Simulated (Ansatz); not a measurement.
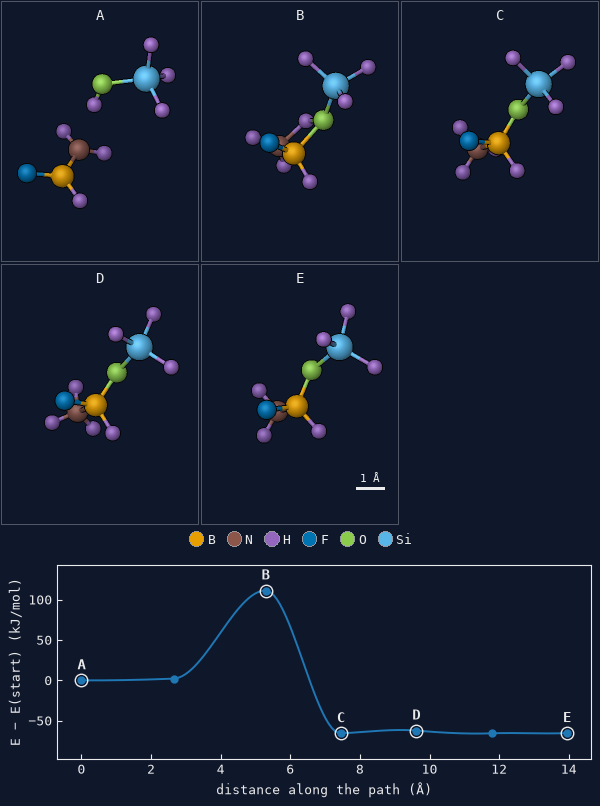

NEB run on BSiNH7OF, made up at the start of BNH3F and SiH$_{4}$O. Images are numbered from 0 (start) to 6 (end). Frames A to E are images 0, 2, 3, 4, 6. The picture is a ball-and-stick view, seen from a free direction.

Theory: Ansatz, RHF/6-31G*. Run with 5 movable images; climbing image; force threshold 0.05 eV/Å; iteration limit 60; starting path through a guess of the saddle point.

Question: Describe the mechanism and the energy profile.

Answer: Forward barrier 111.4 kJ/mol, backward barrier 176.8 kJ/mol, with image 2 at the top; the reaction energy is −65.4 kJ/mol. The path has more than one stage, and so few images may leave a stage unresolved. Breaking: H–O (0.95 → 2.59 Å). Forming: B–O (3.80 → 1.42 Å), H–N (2.26 → 1.01 Å). The band converged in 49 iterations. The largest component of the band force went from 19 to 0.035 eV/Å. The climbing image converged on the top of the path. Its vibrational analysis gives one imaginary mode (1774i cm⁻¹), as a transition state must have.

Limits of the set-up: the start holds two separate molecules, 2.3 Å apart at their closest, whose relative position is a soft coordinate and is computed without a dispersion correction; Hartree-Fock leaves out electron correlation.

Cost: 8.8 min on 1 thread of Arm Neoverse V1 (shared host), peak memory 0.19 GiB.
